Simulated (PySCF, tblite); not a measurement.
# C4H3FNOS radical: geometry, infrared bands and EPR parameters

Aim: predict the infrared bands and EPR parameters of C4H3FNOS radical (`FCOc1n[c]cs1`).

Programs: tblite 0.8.0 and PySCF 2.14.0, with density-fitted response routines of our own. Each step states its level of theory. These are calculated values for one molecule in the gas phase, unless marked as measured. Atoms are numbered from 0 throughout.

### Step 1. Starting geometry

11 atoms, charge 0, multiplicity 2; geometry from: force field or distance geometry start.

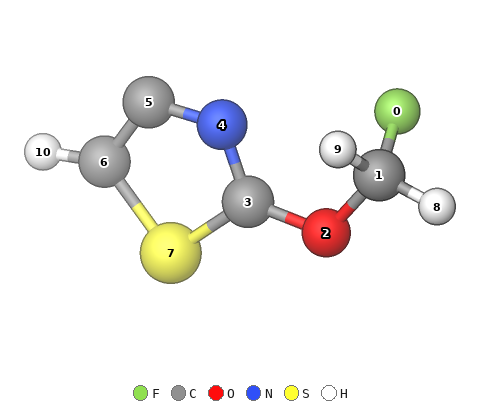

The starting geometry (fluorine green, carbon grey, oxygen red, nitrogen blue, sulfur yellow, hydrogen white), atoms numbered.

### Step 2. Optimising the geometry with GFN2-xTB

The job: settings as JSON, then the geometry in Å.

```
{"job": {"kind": "relax", "xc": "GFN2-xTB", "basis": "xTB"}, "charge": 0, "multiplicity": 2}
F      1.899800    -0.106600    -1.518500
C      2.186800     0.185600    -0.196400
O      1.275900    -0.604400     0.574100
C     -0.116200    -0.377500     0.386100
N     -0.598800     0.509500    -0.435200
C     -1.905000     0.637000    -0.538500
C     -2.662500    -0.160400     0.232700
S     -1.456400    -1.132800     1.137100
H      3.248900    -0.028500     0.067300
H      1.885500     1.239600     0.015100
H     -3.752500    -0.158700     0.250400
```

Command:

```
> OMP_NUM_THREADS=1 python probes_run.py task.json out
```

This one command runs all jobs of the session in turn.

Log:

```text
step      E/eV     max force
  0    -678.27648    2.261
  1    -678.54882    1.265
  2    -678.76361    1.042
  3    -678.82416    0.853
  4    -678.88150    0.902
  5    -678.92912    0.653
  6    -678.95856    0.582
  7    -678.97630    0.396
  8    -678.98880    0.285
  9    -678.99468    0.285
 10    -678.99867    0.181
 11    -679.00131    0.195
 12    -679.00393    0.155
 13    -679.00642    0.173
 14    -679.00899    0.144
 15    -679.01151    0.204
 16    -679.01375    0.176
 17    -679.01571    0.108
 18    -679.01774    0.120
 19    -679.01999    0.123
 20    -679.02227    0.144
 21    -679.02443    0.136
 22    -679.02638    0.121
 23    -679.02777    0.084
 24    -679.02844    0.060
 25    -679.02870    0.043
 26    -679.02888    0.041
 27    -679.02912    0.043
 28    -679.02945    0.064
 29    -679.02992    0.066
 30    -679.03057    0.067
 31    -679.03154    0.118
 32    -679.03294    0.155
 33    -679.03456    0.139
 34    -679.03593    0.078
 35    -679.03666    0.064
 36    -679.03710    0.055
 37    -679.03751    0.065
 38    -679.03775    0.037
 39    -679.03781    0.024
 40    -679.03785    0.015
 41    -679.03786    0.013
 42    -679.03790    0.013
 43    -679.03792    0.013
 44    -679.03796    0.016
 45    -679.03798    0.013
 46    -679.03800    0.009
```

It took 0.22 s on 1 thread of Arm Neoverse V2, shared host.

The steps of the relaxation: (not every step is listed)

| step | energy from step 0 (eV) | largest force (eV/Å) |
| --- | --- | --- |
| 0 | 0.0000 | 2.2606 |
| 1 | -0.2723 | 1.2649 |
| 2 | -0.4871 | 1.0425 |
| 3 | -0.5477 | 0.8526 |
| 4 | -0.6050 | 0.9017 |
| 5 | -0.6526 | 0.6528 |
| 6 | -0.6821 | 0.5820 |
| 7 | -0.6998 | 0.3964 |
| 8 | -0.7123 | 0.2854 |
| 11 | -0.7248 | 0.1949 |
| 14 | -0.7325 | 0.1445 |
| 17 | -0.7392 | 0.1084 |
| 20 | -0.7458 | 0.1441 |
| 23 | -0.7513 | 0.0838 |
| 26 | -0.7524 | 0.0406 |
| 29 | -0.7534 | 0.0664 |
| 32 | -0.7565 | 0.1551 |
| 35 | -0.7602 | 0.0639 |
| 38 | -0.7613 | 0.0368 |
| 41 | -0.7614 | 0.0132 |
| 42 | -0.7614 | 0.0128 |
| 43 | -0.7614 | 0.0135 |
| 44 | -0.7615 | 0.0158 |
| 45 | -0.7615 | 0.0135 |
| 46 | -0.7615 | 0.0094 |

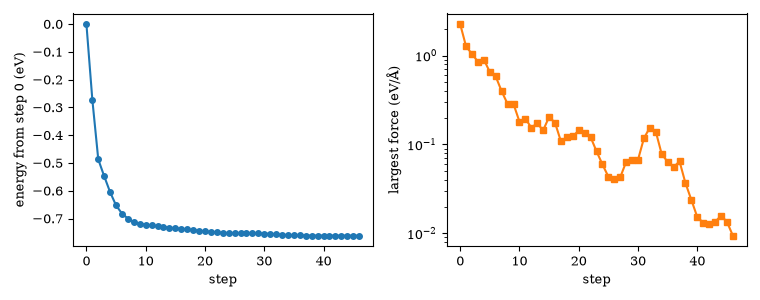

Energy and largest force along the relaxation.

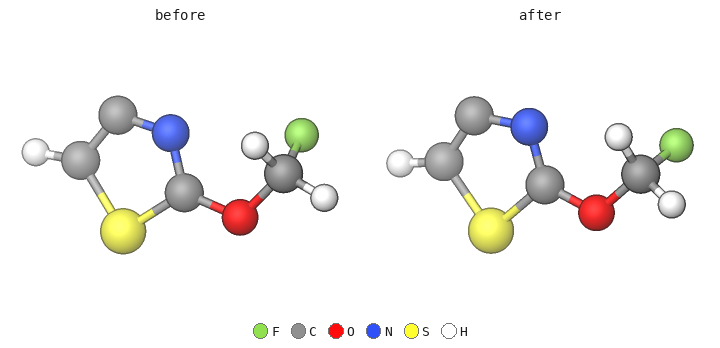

The geometry before (left) and after (right).

Distances of close pairs at the start and the end, largest changes first:

| bond | before (Å) | after (Å) | change (Å) |
| --- | --- | --- | --- |
| O2–C3 | 1.423 | 1.340 | -0.083 |
| C1–O2 | 1.431 | 1.388 | -0.042 |
| C3–S7 | 1.712 | 1.750 | +0.039 |
| C6–H10 | 1.090 | 1.067 | -0.023 |
| F0–C1 | 1.384 | 1.362 | -0.022 |
| C5–C6 | 1.343 | 1.323 | -0.021 |
| C1–H8 | 1.115 | 1.095 | -0.020 |
| C1–H9 | 1.116 | 1.098 | -0.018 |

The final coordinates are the input of the step that follows.

### Step 3. Vibrational analysis with GFN2-xTB

The job: settings as JSON, then the geometry in Å.

```
{"job": {"kind": "ir", "xc": "GFN2-xTB", "basis": "xTB"}, "charge": 0, "multiplicity": 2}
F      2.206882    -0.295255    -1.472549
C      2.084319     0.153255    -0.192673
O      1.126450    -0.587183     0.487073
C     -0.153802    -0.263423     0.261596
N     -0.583053     0.746099    -0.415820
C     -1.910020     0.776062    -0.398619
C     -2.590555    -0.149881     0.256188
S     -1.398384    -1.259572     0.984574
H      3.041250    -0.018775     0.311793
H      1.816988     1.217166    -0.249263
H     -3.634649    -0.315821     0.401736
```

Log:

```text
mode    cm-1     km/mol
  1      56.4      2.72
  2      72.7      3.50
  3     211.6     11.49
  4     234.6      1.25
  5     340.3      1.03
  6     432.4      3.17
  7     523.2     12.79
  8     540.9     11.35
  9     568.6     34.64
 10     645.9     20.92
 11     723.3      8.31
 12     746.4     10.28
 13     750.1      0.26
 14    1007.8    194.00
 15    1020.5     24.40
 16    1030.4      4.95
 17    1082.2     14.78
 18    1149.7    511.82
 19    1229.5      4.78
 20    1278.2     51.57
 21    1315.6      7.46
 22    1392.4      3.44
 23    1535.0    191.75
 24    1557.8     56.24
 25    2918.7     15.12
 26    2959.4      9.05
 27    3207.6      0.59
```

It took 0.26 s on 1 thread of Arm Neoverse V2, shared host.

Which atoms move in the most intense modes:

| cm⁻¹ | km/mol | atoms |
| --- | --- | --- |
| 569 | 34.6 | C3 38 %, N4 19 %, O2 17 % |
| 646 | 20.9 | C6 53 %, S7 24 % |
| 1008 | 194.0 | C1 58 %, F0 25 % |
| 1020 | 24.4 | C1 42 %, C3 18 %, O2 13 %, F0 12 % |
| 1150 | 511.8 | C3 44 %, O2 31 %, N4 15 % |
| 1278 | 51.6 | N4 39 %, C5 38 %, C6 14 % |
| 1535 | 191.8 | C3 33 %, C5 26 %, N4 18 %, C6 17 % |
| 1558 | 56.2 | C3 33 %, C5 32 %, C6 18 %, N4 12 % |

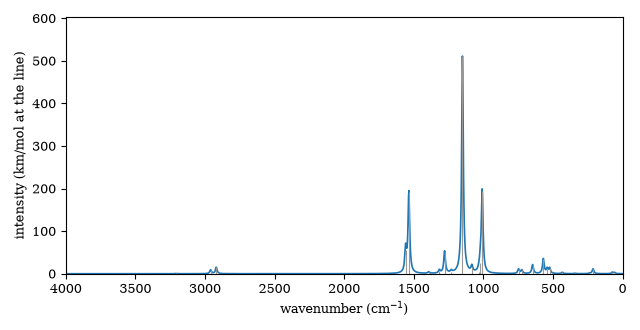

The infrared spectrum from these modes, unscaled. Lines are broadened to a width of 14 cm⁻¹ (Lorentzian).

### Step 4. g tensor and hyperfine couplings: B3LYP/pcH-1

The job, as its differences from that of step 3:

```diff
@@ -1,2 +1,2 @@
-{"job": {"kind": "ir", "xc": "GFN2-xTB", "basis": "xTB"}, "charge": 0, "multiplicity": 2}
+{"job": {"kind": "epr", "basis": "pcH-1"}, "charge": 0, "multiplicity": 2}
 F      2.206882    -0.295255    -1.472549
```

Method: UKS B3LYP, pcH-1 on C F H N O S, non-relativistic, mean-field spin-orbit, GIAO.

Log:

```text
UKS, coarse grid
  cycle   1  E = -782.03941176  |g| = 5.61e-01
  cycle   2  E = -781.88889302  |g| = 8.63e-01
  cycle   3  E = -782.14263673  |g| = 9.79e-02
  cycle   4  E = -782.14470814  |g| = 7.79e-02
  cycle   5  E = -782.14741956  |g| = 9.02e-03
  cycle   6  E = -782.14746871  |g| = 5.32e-03
  cycle   7  E = -782.14748697  |g| = 2.52e-03
  cycle   8  E = -782.14749238  |g| = 1.44e-03
  cycle   9  E = -782.14749684  |g| = 8.96e-04
UKS, final grid
  cycle   1  E = -782.14752077  |g| = 1.67e-03
  cycle   2  E = -782.14751575  |g| = 3.58e-03
  cycle   3  E = -782.14752243  |g| = 2.36e-04
  cycle   4  E = -782.14752249  |g| = 1.47e-04
  cycle   5  E = -782.14752256  |g| = 7.82e-05
  cycle   6  E = -782.14752256  |g| = 2.43e-05
E = -782.14752256 Eh   <S^2> = 0.7577 (exact 0.7500)
g shifts (ppm)      1          2          3
  rmc          -195       -195       -195
  gc             18         17        -35
  oz_so       -2149         90       3491
  total       -2325        -87       3261
hyperfine (MHz)  atom isotope    a_iso     a_fc   dipolar eigenvalues
    0   19F      -0.10      -0.10     -1.06     -0.22      1.28
    1   13C      -0.33      -0.33     -0.55      0.15      0.40
    2   17O       0.54       0.56     -1.85      0.45      1.40
    3   13C     119.25     119.26     -5.27     -2.25      7.52
    4   14N      80.31      80.31     -3.88     -1.49      5.37
    5   13C     556.06     556.43    -71.55    -53.53    125.08
    6   13C     124.06     124.11    -16.62     -3.57     20.19
    7   33S       0.11       0.05    -13.15    -10.67     23.82
    8    1H       0.74       0.74     -0.75     -0.64      1.38
    9    1H       1.85       1.85     -1.80     -1.30      3.11
   10    1H      18.85      18.87     -5.80     -4.45     10.25
```

Run time: 72 s. Hardware: 1 thread of Arm Neoverse V2, shared host; peak memory 0.92 GiB.

Principal g values 1.99999, 2.00223, 2.00558; g(iso) = 2.00260, against 2.00232 for a free electron.

Hyperfine couplings; where a row names several nuclei, a(iso) is their mean (it holds for fast rotation or exchange) and the dipolar term the largest among them:

| nuclei | isotope | a(iso) (MHz) | a(iso) (G, at g = 2.0023) | largest dipolar term (MHz) |
| --- | --- | --- | --- | --- |
| C5 | 13C | 556.1 | 198.4 | 125.1 |
| C6 | 13C | 124.1 | 44.3 | 20.2 |
| C3 | 13C | 119.2 | 42.6 | 7.5 |
| N4 | 14N | 80.3 | 28.7 | 5.4 |
| H10 | 1H | 18.8 | 6.7 | 10.3 |
| H8, H9 | 1H | 1.3 | 0.5 | 3.1 |
| O2 | 17O | 0.5 | 0.2 | -1.8 |
| C1 | 13C | -0.3 | -0.1 | -0.5 |
| S7 | 33S | 0.1 | 0.0 | 23.8 |
| F0 | 19F | -0.1 | 0.0 | 1.3 |

Mulliken spin populations:

| atom | value (e) |
| --- | --- |
| F0 | 0.00 |
| C1 | 0.00 |
| O2 | 0.00 |
| C3 | 0.04 |
| N4 | 0.04 |
| C5 | 0.91 |
| C6 | -0.10 |
| S7 | 0.10 |
| H8 | 0.00 |
| H9 | 0.00 |
| H10 | 0.01 |

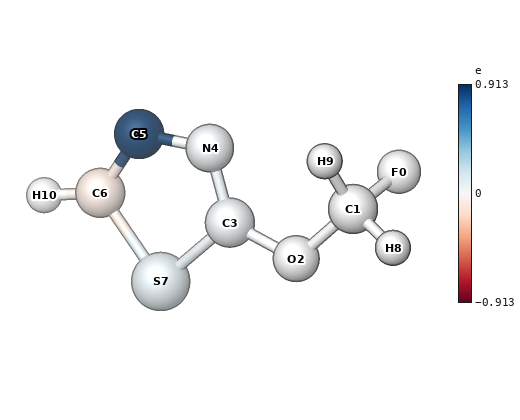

Mulliken spin populations, as colours on the atoms.

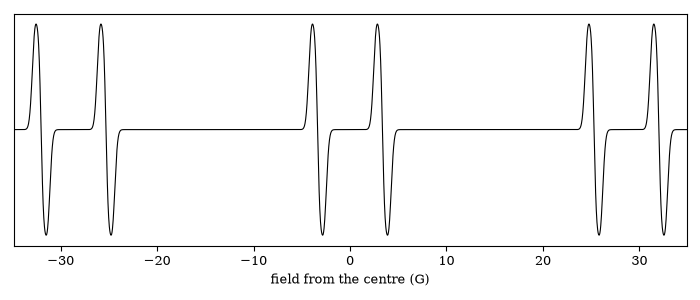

First-order isotropic spectrum (first derivative, main isotopes with spin only, couplings over 0.8 MHz, Gaussian width 0.3 G; couplings of the frozen geometry, rotation of groups not averaged beyond the rows shown).

Orbitals, density, ELF and potential are computed afterwards from the orbital file.

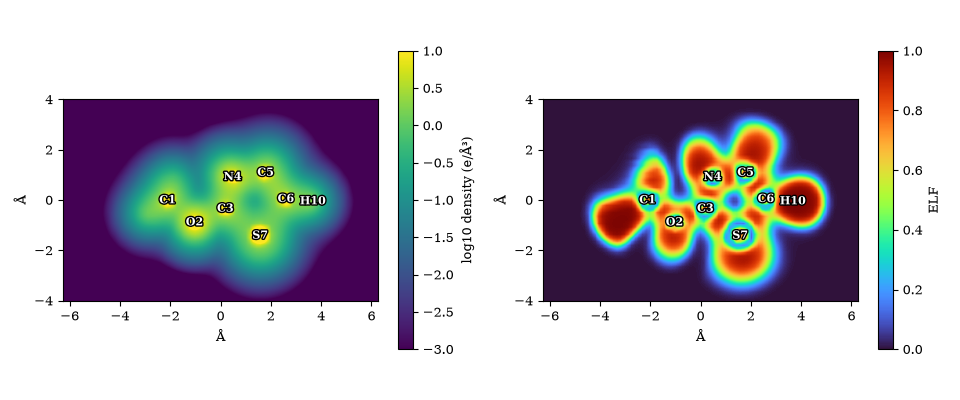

Density (left) and ELF (right) in a plane through or near 8 of the atoms.

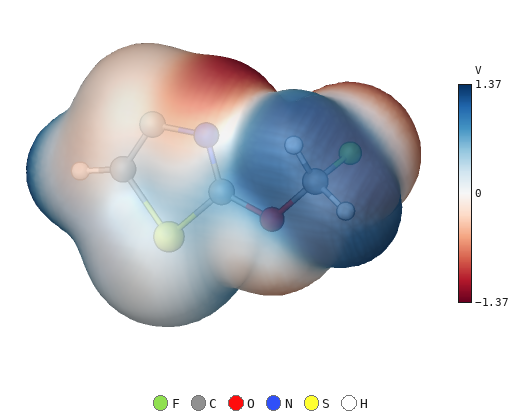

The potential that a unit positive charge feels on the 0.002 e/bohr³ surface, from -1.08 V near N4 to 1.37 V near H10.

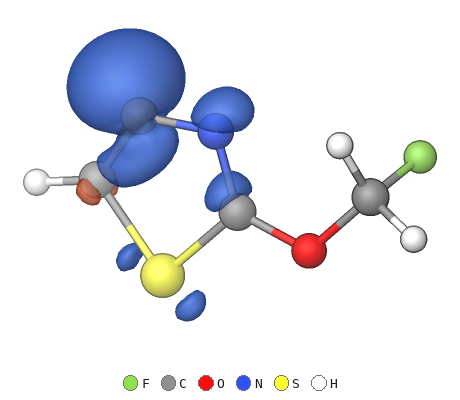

Spin density at ±0.05 e/Å³ (alpha excess blue, beta excess red).

### Step 5. Outcome

| quantity | value |
| --- | --- |
| strongest single infrared mode (GFN2-xTB) | 1150 cm⁻¹, 512 km/mol |
| zero-point energy (GFN2-xTB) | 40.8 kcal/mol |
| g(iso) (B3LYP) | 2.00260 |
| ⟨S²⟩ | 0.758 (exact 0.75) |
| largest a(iso) (averaged by class) | 13C on C5, 556.1 MHz |
| potential on the surface of density 0.002 e/bohr³, 1st and 99th percentile | -1.08 V and 1.37 V |

In words: The optimisation took 46 steps and gained 0.762 eV; among the close pairs (by a distance rule), O2–C3 changed most, from 1.423 to 1.340 Å. No mode is imaginary among the 27: a minimum at this level. The strongest single mode, at 1150 cm⁻¹, moves mainly C3 and O2. GFN2-xTB is a fitted tight-binding method: band positions and strengths are rough. Its intensities can rank the bands wrongly. C5 carries the largest spin population, 0.91 e. The isotropic g lies 0.3 ppt above the free-electron value.
